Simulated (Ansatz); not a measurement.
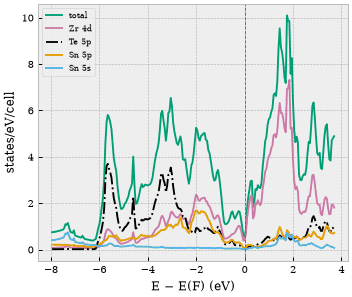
Figure. Total and projected density of states of ZrSnTe in space group P4/nmm (No. 129; Zr on 2c, Sn on 2a, Te on 2c), the program Ansatz at the LDA level (PAW)

Task: Which orbitals carry the states next to the Fermi level?

Result: Within 0.5 eV of the Fermi level: Zr 4d 69 %, Sn 5p 12 %, Te 5p 9 %. Projections are on Löwdin-orthogonalised atomic valence shells; empty p or d shells of many metals are not among them.

Task: Where is the tallest occupied peak in this window, and what makes it?

Result: Near -3.0 eV, about 6.5 states/eV per cell; the largest projected share is Te 5p.

The first step of the workflow began from a Materials Project structure, measured or hypothetical; the Crystallography Open Database copy checked does not list it. Its standing as an ambient phase is unchecked. The cell was relaxed with LDA under the symmetry of its start; of distortions, only those at the zone centre were tested. No spin polarisation was allowed. Spin–orbit coupling is left out wherever it is not named.

Potentials: the later of the program's two PAW sets.
